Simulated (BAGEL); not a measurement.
**HF/STO-3G (density fitting with cc-pvqz-jkfit) run of SClO2F (sulfuryl chloride fluoride)**

What is the vertical singlet–triplet gap of SClO2F (sulfuryl chloride fluoride) at HF/STO-3G (density fitting with cc-pvqz-jkfit)? 

The results are computed with BAGEL 1.2.2.

### 1 The structure to begin with

The species is SClO2F (5 atoms), meant as a singlet with charge 0. SMILES: `O=S(=O)(F)Cl`. Geometry: relaxed at PBE0-D4/def2-TZVP.

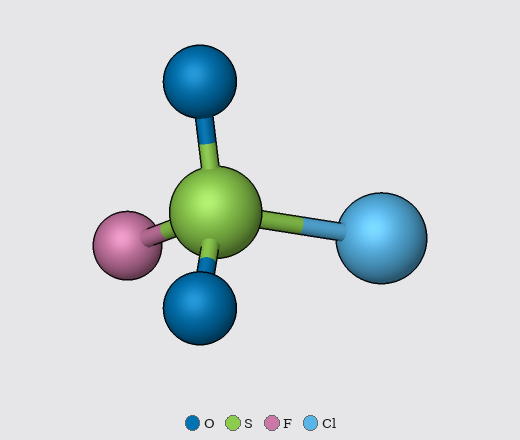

Viewed from a chosen angle; oxygen blue, sulfur green, fluorine pink, chlorine blue.

### 2 A single-point energy at HF/STO-3G (density fitting with cc-pvqz-jkfit)

input.json

```json
{ "bagel": [

{
  "title": "molecule",
  "basis": "sto-3g",
  "df_basis": "cc-pvqz-jkfit",
  "angstrom": "true",
  "geometry": [
    { "atom": "O", "xyz": [   -0.123540,   -0.162690,    1.503010 ] },
    { "atom": "S", "xyz": [    0.100210,   -0.145140,    0.111160 ] },
    { "atom": "O", "xyz": [    1.158000,   -0.828940,   -0.522160 ] },
    { "atom": "F", "xyz": [   -1.214690,   -0.608760,   -0.568390 ] },
    { "atom": "Cl", "xyz": [    0.080010,    1.745540,   -0.523620 ] }
  ]
},
{ "title": "hf" },
{ "title": "print", "file": "orbitals.molden", "orbitals": "true" }

]}
```

Started as:

```console
BAGEL_NUM_THREADS=1 BAGEL input.json > input.out
```

Standard output:

```text
* using 1 threads per process

  ===============================================================
  ===============================================================

  *** Geometry ***

  { "atom" : "O", "xyz" : [     -0.233457,     -0.307440,      2.840277 ] },
  { "atom" : "S", "xyz" : [      0.189369,     -0.274275,      0.210062 ] },
  { "atom" : "O", "xyz" : [      2.188303,     -1.566470,     -0.986739 ] },
  { "atom" : "F", "xyz" : [     -2.295431,     -1.150390,     -1.074101 ] },
  { "atom" : "Cl", "xyz" : [      0.151197,      3.298593,     -0.989498 ] },

  Number of auxiliary basis functions:      614

  Since a DF basis is specified, we compute 2- and 3-index integrals:
    o Being stored without compression. Storage requirement is 0.005 GB

  Number of basis functions:       33
  Number of electrons      :       58

    * METHOD: MOLECULE                             0.31

  *** RHF ***

  === Nuclear Repulsion ===
   344.6736438269

      * DIIS with orbital gradients will be used.

  === RHF iteration (sto-3g) ===
      0      -1092.69783710          0.02883321           0.04
      1      -1092.98387587          0.01143307           0.04
      2      -1093.03125882          0.00190322           0.04
      3      -1093.03333222          0.00062353           0.04
      4      -1093.03379492          0.00012150           0.04
      5      -1093.03381096          0.00002203           0.04
      6      -1093.03381145          0.00000522           0.04
      7      -1093.03381148          0.00000174           0.04
      8      -1093.03381149          0.00000053           0.04
      9      -1093.03381149          0.00000018           0.04
     10      -1093.03381149          0.00000005           0.04
     11      -1093.03381149          0.00000002           0.04
     12      -1093.03381149          0.00000001           0.04
    * SCF iteration converged.

    * Permanent dipole moment:
           (    0.362809,     0.350548,     0.114280) a.u.

    * METHOD: HF                                   0.60

    * METHOD: PRINT                                0.00

  ===============================================================
```

Wall time 1.1 s (1 thread of Arm Neoverse V1, shared host); peak memory 0.083 GiB.

### 3 The triplet

job.json

```json
{ "bagel" : [

{
  "title" : "molecule",
  "basis" : "sto-3g",
  "df_basis" : "cc-pvqz-jkfit",
  "angstrom" : true,
  "geometry" : [
    { "atom" : "O", "xyz" : [      -0.123540,      -0.162690,       1.503010 ] },
    { "atom" : "S", "xyz" : [       0.100210,      -0.145140,       0.111160 ] },
    { "atom" : "O", "xyz" : [       1.158000,      -0.828940,      -0.522160 ] },
    { "atom" : "F", "xyz" : [      -1.214690,      -0.608760,      -0.568390 ] },
    { "atom" : "Cl", "xyz" : [       0.080010,       1.745540,      -0.523620 ] }
  ]
},

{
  "title" : "uhf",
  "charge" : 0,
  "nopen" : 2
},

{
  "title" : "print",
  "file" : "orbitals.molden",
  "orbitals" : true
}

]}
```

Started as:

```console
BAGEL_NUM_THREADS=1 BAGEL job.json > job.out
```

Standard output:

```text
* using 1 threads per process

  ===============================================================
  ===============================================================

  *** Geometry ***

  { "atom" : "O", "xyz" : [     -0.233457,     -0.307440,      2.840277 ] },
  { "atom" : "S", "xyz" : [      0.189369,     -0.274275,      0.210062 ] },
  { "atom" : "O", "xyz" : [      2.188303,     -1.566470,     -0.986739 ] },
  { "atom" : "F", "xyz" : [     -2.295431,     -1.150390,     -1.074101 ] },
  { "atom" : "Cl", "xyz" : [      0.151197,      3.298593,     -0.989498 ] },

  Number of auxiliary basis functions:      614

  Since a DF basis is specified, we compute 2- and 3-index integrals:
    o Being stored without compression. Storage requirement is 0.005 GB

  Number of basis functions:       33
  Number of electrons      :       58

    * METHOD: MOLECULE                             0.31

  *** Open-shell HF ***

  === Nuclear Repulsion ===
   344.6736438269

      * DIIS with orbital gradients will be used.

  === UHF iteration (sto-3g) ===
      0      -1092.65197598          0.03729805           0.09
      1      -1092.85029560          0.00876832           0.08
      2      -1092.86998739          0.00358701           0.08
      3      -1092.87638067          0.00224357           0.08
      4      -1092.88080601          0.00091001           0.08
      5      -1092.88140650          0.00041543           0.08
      6      -1092.88153734          0.00015483           0.08
      7      -1092.88155665          0.00005161           0.08
      8      -1092.88156209          0.00001758           0.08
      9      -1092.88156321          0.00001312           0.08
     10      -1092.88156377          0.00001146           0.08
     11      -1092.88156399          0.00001090           0.08
     12      -1092.88156420          0.00001047           0.10
     13      -1092.88156439          0.00001004           0.08
     14      -1092.88156488          0.00000957           0.08
     15      -1092.88156510          0.00000962           0.08
[... 23 lines of this table left out ...]
     39      -1092.88156571          0.00000002           0.08
     40      -1092.88156571          0.00000002           0.08
     41      -1092.88156571          0.00000002           0.08
     42      -1092.88156571          0.00000002           0.08
     43      -1092.88156571          0.00000002           0.08
     44      -1092.88156571          0.00000001           0.08
     45      -1092.88156571          0.00000001           0.08
     46      -1092.88156571          0.00000001           0.08
    * SCF iteration converged.

    * S^2 (UHF) is 2.0952

    * Permanent dipole moment:
           (    0.195536,     1.231349,    -0.281328) a.u.

    * METHOD: UHF                                  3.88

    * METHOD: PRINT                                0.00

  ===============================================================
```

Wall time 4.5 s (1 thread of Arm Neoverse V1, shared host); peak memory 0.083 GiB.

### 4 Outcome

At HF/STO-3G (density fitting with cc-pvqz-jkfit):

| quantity | value |
| --- | --- |
| singlet: total energy | -1093.03381 Eh |
| singlet: dipole moment | 1.31 D |
| singlet: HOMO energy | -10.27 eV |
| singlet: LUMO energy | 4.83 eV |
| singlet: HOMO–LUMO gap | 15.10 eV |
| triplet: total energy | -1092.88157 Eh |
| triplet: dipole moment | 3.25 D |
| triplet: ⟨S²⟩ | 2.095 |
| vertical energy of the triplet above the singlet | 4.143 eV |

**Reading.** At this shape the triplet lies 4.14 eV (400 kJ/mol) above the singlet. In a minimal basis such a difference can be off by several eV, whatever the method.
